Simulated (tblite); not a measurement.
# C15H19BFO4: the cost of one run

Computed with tblite 0.8.0 and PySCF 2.14.0 and routines of our own; the level stands in each step. Atoms count from 0.

### Step 1. The system as given

40 atoms, charge -1, multiplicity 1; geometry from: force field, distance geometry or constructed start.

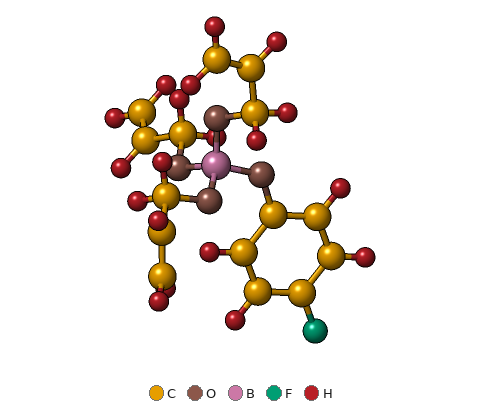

The starting geometry (carbon amber, oxygen brown, boron pink, fluorine teal, hydrogen red).

### Step 2. Geometry optimisation with GFN2-xTB

The job: settings as JSON, then the geometry in Å.

```
{"job": {"kind": "relax", "xc": "GFN2-xTB", "basis": "xTB"}, "charge": -1, "multiplicity": 1}
C      0.481300     3.356000    -2.608200
C     -0.692600     2.709000    -2.579400
C     -1.069400     1.856000    -1.397100
O     -0.156800     0.795800    -1.286700
B     -0.513700    -0.123900    -0.146000
O     -1.839200    -0.777900    -0.418200
C     -1.776300    -1.627500    -1.544600
C     -3.151900    -2.127300    -1.848100
C     -4.125900    -1.300300    -2.231300
O     -0.587400     0.661200     1.127100
C     -0.951900    -0.155000     2.217200
C     -0.926900     0.668800     3.471400
C     -1.238300     0.137500     4.660000
O      0.569200    -1.174700    -0.031700
C      1.929700    -0.941300     0.212900
C      2.778500    -2.058300     0.292200
C      4.148400    -1.894100     0.527100
C      4.680200    -0.619300     0.695000
F      6.007000    -0.457000     0.931700
C      3.849300     0.503200     0.628500
C      2.475700     0.347200     0.387300
H      0.731000     3.971000    -3.465900
H      1.183800     3.289800    -1.776200
H     -1.380500     2.796500    -3.410000
H     -2.107600     1.485600    -1.572700
H     -1.073700     2.502300    -0.487600
H     -1.132800    -2.510200    -1.328800
H     -1.390100    -1.103100    -2.443700
H     -3.363800    -3.192700    -1.775300
H     -5.116200    -1.685100    -2.450800
H     -3.943600    -0.231200    -2.324700
H     -0.237600    -0.997200     2.353000
H     -1.983600    -0.549700     2.087400
H     -0.646000     1.719100     3.424400
H     -1.209100     0.750800     5.547300
H     -1.513900    -0.907000     4.736300
H      2.375600    -3.054800     0.152000
H      4.794300    -2.760700     0.578100
H      4.260100     1.490400     0.757500
H      1.854800     1.231800     0.339600
```

Run with:

```console
$ OMP_NUM_THREADS=2 python large_run.py task.json out
```

The driver reads the jobs from task.json and runs them one after another.

Q: Estimate the wall time and peak memory of this first job on 2 threads of Arm Neoverse N1, shared host.

About 5.5 s, with a peak of 0.19 GiB.
